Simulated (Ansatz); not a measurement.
## Electronic structure of GeH2Si in real space

Input

```
crystal:
  periodic: [false, false, false]
  atoms:
    - symbol: Ge
      position_ang: [1.094781, 0.359999, -0.512828]
    - symbol: Si
      position_ang: [-0.869162, 1.286415, 0.216553]
    - symbol: H
      position_ang: [0.052664, 0.081148, 0.908410]
    - symbol: H
      position_ang: [0.679076, 1.902618, 0.281755]
basis:
  gaussian:
    orbitals: def2-TZVPD
hamiltonian:
  xc: {name: PBE0}
output:
  forces: true
  orbitals: {seedname: orbitals}
```

Command:

```sh
ansatz run input.yaml --threads 1 --pin off --max-ram 2610MiB --events-out events.jsonl --progress --plain --runs-dir runs
```

Geometry: r2SCAN-D4/def2-SVP.

Method: Ansatz, isolated molecule in a Gaussian basis; Kohn-Sham density functional theory, functional PBE0.

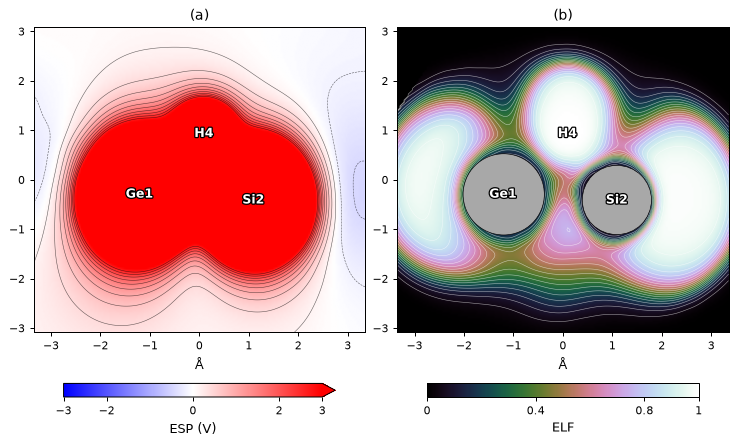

Figure 1. (a) electrostatic potential; (b) ELF on the plane of atoms Ge1, H4 and Si2. Grey discs cover the atomic cores in the ELF map.

Read the bonding off the picture.

The section cuts through Ge, Si and H sites. Si–Ge (2.29 Å): the ELF reaches about 0.60 near the midpoint. Si–H (1.67 Å): the ELF climbs to about 1 towards the hydrogen, as it does in any bond to H. Ge–H (1.78 Å): the ELF climbs to about 1 towards the hydrogen. The ELF also peaks beside Si2, away from the bonds: lone-pair regions. Outside the dense part of the molecule the potential is most negative (−0.5 V) near H4.

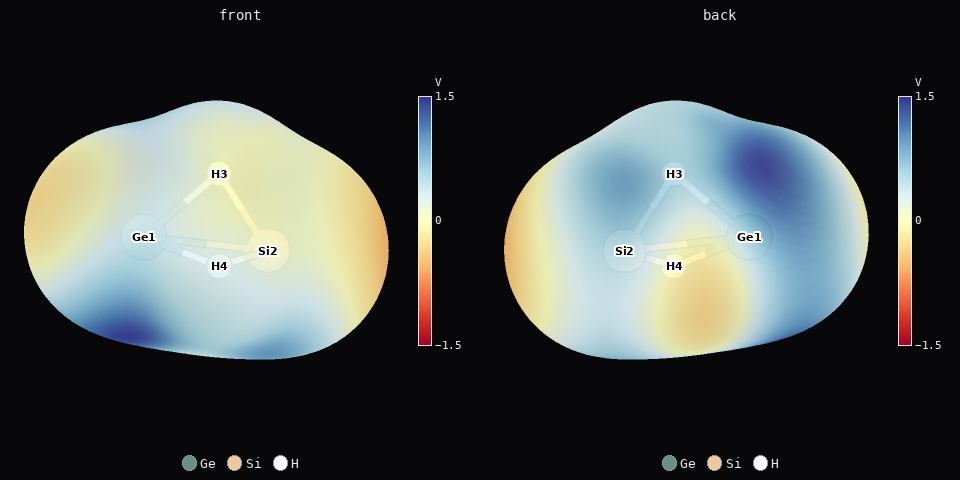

Figure 2. The molecular electrostatic potential painted on the density surface at 0.002 e/bohr³, seen from the front and from behind; the colour scale runs from red (negative) to blue (positive).

Which sites attract a positive test charge, and which a negative one?

A positive charge is drawn to the negative regions and a negative charge to the positive ones. The most negative region (about −0.5 V) lies over H4, the most positive (about +1.5 V) over Ge1.

What dipole moment does the calculation give?

Its dipole moment is 0.81 D.

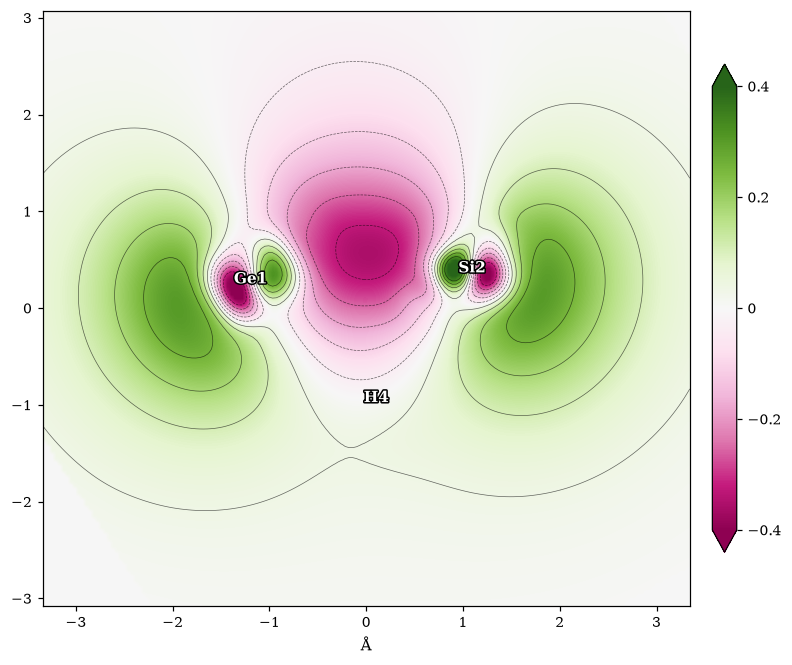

Figure 3. One frontier orbital on the plane of atoms Ge1, Si2 and H4 (values in Å⁻³ᐟ²; the overall sign is arbitrary).

Which orbital is it: HOMO or LUMO?

The HOMO, at −5.88 eV. It lies mainly on Ge1 (about 50 %) and Si2 (about 45 %).

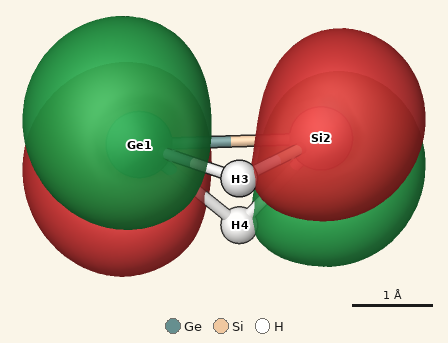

Figure 4. The LUMO at ±0.1 Å⁻³ᐟ² (green and red are the two phases), seen from one side.

Where does this orbital lie, and at what energy?

Its weight (Hirshfeld) is mainly on Ge1 (about 55 %) and Si2 (about 35 %); π-antibonding (π*) across Ge1–Si2. Its energy is −1.95 eV.
